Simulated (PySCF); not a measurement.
**C₇H₁₂Ge: density, localisation and related maps**

```xyz
20

C     2.2677    0.6067    0.3360
C     0.9884    0.8978    0.6143
C    -0.1141   -0.0936    0.3430
C    -1.1751    0.4427   -0.5921
C    -2.5752   -0.0897   -0.5375
C    -2.2872    1.3083   -0.0697
Ge    0.9014   -1.6393   -0.3750
C     2.6469   -0.7332   -0.2321
H     3.0535    1.3480    0.5237
H     0.7166    1.8784    1.0234
H    -0.6038   -0.3832    1.2905
H    -0.8025    0.7015   -1.5900
H    -2.7991   -0.8465    0.2208
H    -3.1209   -0.2227   -1.4753
H    -2.6324    2.1447   -0.6833
H    -2.3142    1.5009    1.0070
H     0.8028   -2.9075    0.4959
H     0.5005   -1.9853   -1.8226
H     3.1596   -0.6359   -1.2035
H     3.3391   -1.2775    0.4317
```

Geometry: PBE0-D3(BJ)/def2-SVP.

These are results of PySCF, CAM-B3LYP/def2-SVPD, SCF density, gas phase, not measurements.

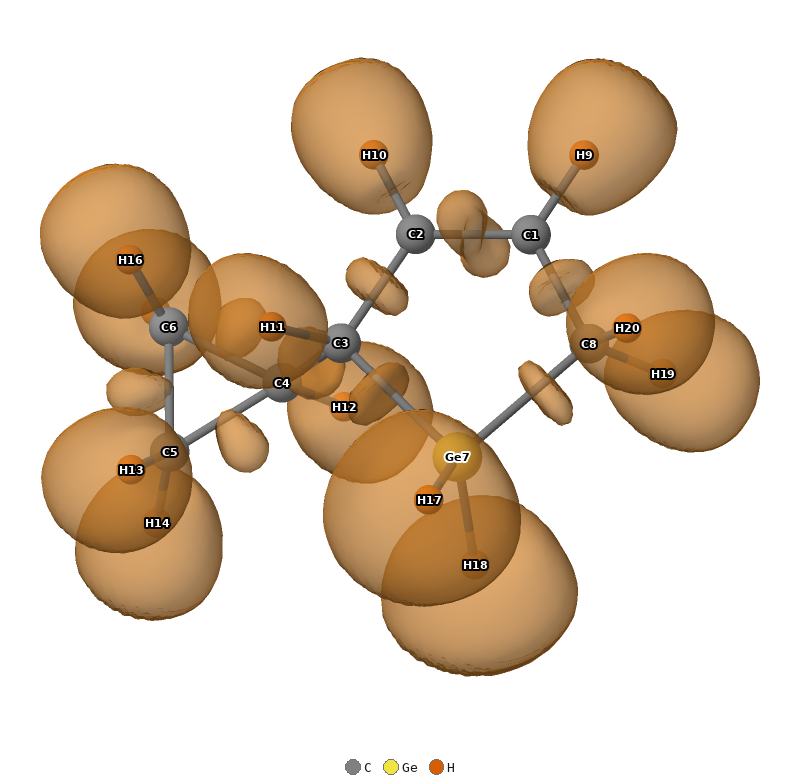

Figure 1. Isosurface of the electron localisation function at 0.85 (orange), seen at a tilt. Only the valence region is drawn (cores and ρ < 0.01 e/Å³ removed).

**Where are the electrons localised?**

The ELF exceeds this value in seven regions between bonded C–C atoms (shared pairs), twelve regions around hydrogen nuclei and two lobes of the valence shell of C pointing towards Ge (polar bonds). Profiles from the grid: C–C (1.34 Å): the ELF peaks at about 0.95 between the atoms: a short, multiple covalent bond. C–Ge (1.97 Å): the ELF peaks at about 0.95 in the valence shell of C, 0.7 Å from its nucleus, and is about 0.70 at the midpoint.

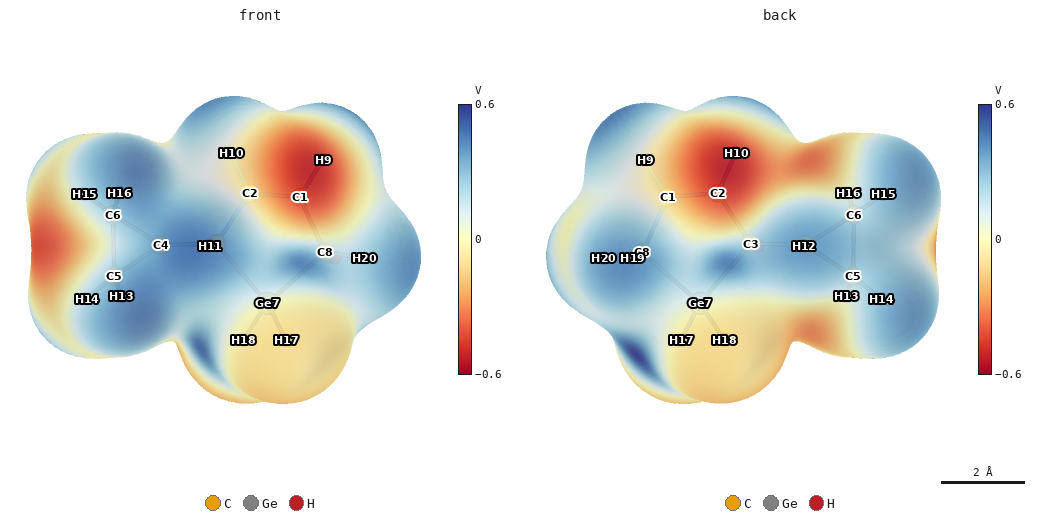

Figure 2. The electrostatic potential painted on the density surface at 0.001 e/bohr³, seen from the front and from behind; the colour scale runs from red (negative) to blue (positive).

**Where is the surface potential most negative and most positive?**

The most negative region (about −0.5 V) lies over the π face of C1 and C2, the most positive (about +0.5 V) over Ge7, H11, H13 and H16.

**What dipole moment does the calculation give?**

Its dipole moment is 0.27 D.

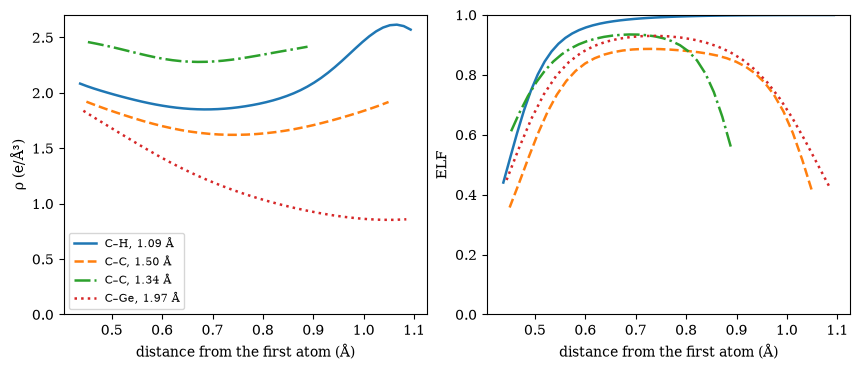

Figure 3. Electron density and electron localisation function along straight lines between neighbouring atoms. The curves leave out the atomic cores.

**Compare the contacts.**

C–H (1.09 Å): ρ is about 1.9 e/Å³ halfway; the ELF climbs to about 1 towards the hydrogen, as it does in any bond to H: an ordinary covalent bond to hydrogen.
C–C (1.50 Å): ρ at the midpoint is about 1.6 e/Å³; the ELF peaks at about 0.90 between the atoms, as expected for localised, covalent bonding.
C–C (1.34 Å): ρ at the midpoint is about 2.3 e/Å³; the ELF peaks at about 0.95 between the atoms (a multiple bond).
C–Ge (1.97 Å): ρ at the midpoint is about 0.87 e/Å³; the ELF peaks at about 0.95 in the valence shell of C, 0.7 Å from its nucleus, and is about 0.70 at the midpoint.
